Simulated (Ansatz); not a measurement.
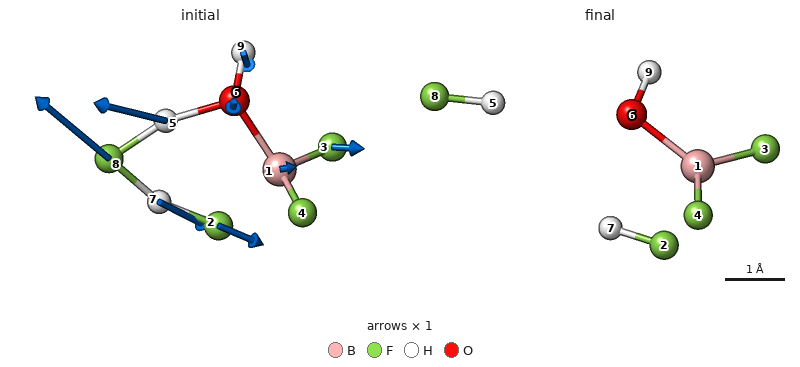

The structure of BH$_{3}$OF$_{4}$ before (left) and after (right) a saddle-point search, at one scale. The blue arrows give the displacements, at their true length.

A ball-and-stick model, seen face on.

Computed with RKS revPBE-D4/STO-3G in Ansatz 0.2.0.

Input
```yaml
crystal:
  periodic: [false, false, false]
  atoms:
    - {symbol: B, position_ang: [-0.520134, -0.771490, -0.181426]}
    - {symbol: F, position_ang: [-0.819407, 0.174283, 1.121882]}
    - {symbol: F, position_ang: [-1.589142, -0.659248, -0.961802]}
    - {symbol: F, position_ang: [-0.237875, -1.953547, 0.341261]}
    - {symbol: H, position_ang: [0.964822, 0.738356, -0.044796]}
    - {symbol: O, position_ang: [0.535454, -0.081029, -0.872422]}
    - {symbol: H, position_ang: [0.062761, 0.850018, 1.221671]}
    - {symbol: F, position_ang: [1.252934, 1.254404, 0.966879]}
    - {symbol: H, position_ang: [0.344195, 0.410111, -1.695834]}
basis:
  gaussian: {orbitals: STO-3G}
hamiltonian: {xc: {name: revPBE}, dispersion: d4}
saddle:
  f_tol: 0.1
  max_steps: 40
  mode_guess:
    - [0.1256, -0.1840, -0.3595]
    - [-0.0027, 0.1974, 0.2222]
    - [-0.0816, -0.0421, 0.0440]
    - [-0.0304, -0.0102, 0.0157]
    - [0.2670, 0.2525, 0.4094]
    - [-0.0921, -0.1678, -0.1595]
    - [-0.4197, -0.1245, 0.0805]
    - [0.3063, 0.0642, -0.2334]
    - [-0.0725, 0.0143, -0.0195]
```

Run as
```bash
ansatz run in.yaml --threads 8 --pin off --events-out ev --progress --plain --max-ram 19148MiB
```

What changed between the two?

The relaxation stopped without meeting its thresholds, so the last structure isn't shown to be converged. It used up its limit of 40 steps. The largest move after the best rigid fit is that of F8, 1.99 Å. Largest moves by element: F 1.99 Å, H 1.66 Å, O 0.46 Å, B 0.32 Å. Near-neighbour distances that change, for instance: H7–F8 1.283 → 4.605 Å, H5–O6 1.241 → 2.687 Å, B1–F2 1.638 → 1.953 Å, H5–F8 1.172 → 1.008 Å. Bonds break, among them: H5–O6 (1.24 → 2.69 Å). Bond angles that change, for instance: B1–O6–H9 120.1° → 104.3°, F3–B1–O6 105.5° → 120.1°. Over 39 geometry steps the energy rises by 2.258 eV. Largest force component: 4.8 eV/Å at the start, 0.2 eV/Å at the end.

Limits of the set-up: STO-3G is a minimal basis, so the numbers are rough.
